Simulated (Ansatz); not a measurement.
```yaml
atoms:
  - { symbol: B, position_ang: [-0.7788, -0.4791, 0.0472] }
  - { symbol: B, position_ang: [-0.8349, 1.0670, 0.0376] }
  - { symbol: B, position_ang: [0.6508, 0.6427, -0.0415] }
  - { symbol: Si, position_ang: [0.9629, -1.2306, -0.0433] }
```

Geometry: r2SCAN-D4/def2-TZVP.

Level of theory: RKS PBE0-D4/def2-TZVP (Ansatz 0.2.0).

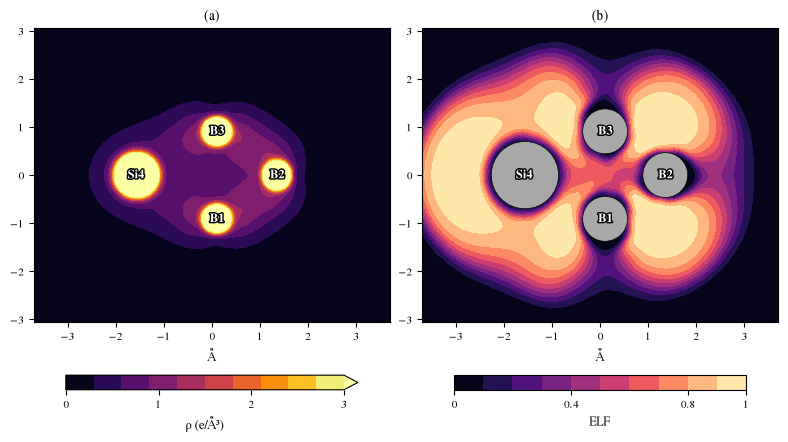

B₃Si (charge +1). (a) total electron density; (b) ELF on the molecular plane. Grey discs cover the atomic cores in the ELF map.

What does the map show?

Answer. The section cuts through B and Si sites. B–B (1.55 Å): ρ at the midpoint is about 1.1 e/Å³; the ELF peaks at about 0.90 between the atoms (localised, covalent bonding). Si–B (1.90 Å): ρ at the midpoint is about 0.78 e/Å³; the ELF peaks at about 0.90 between the atoms (localised, covalent bonding). The ELF also peaks beside Si4, away from the bonds: lone-pair regions.
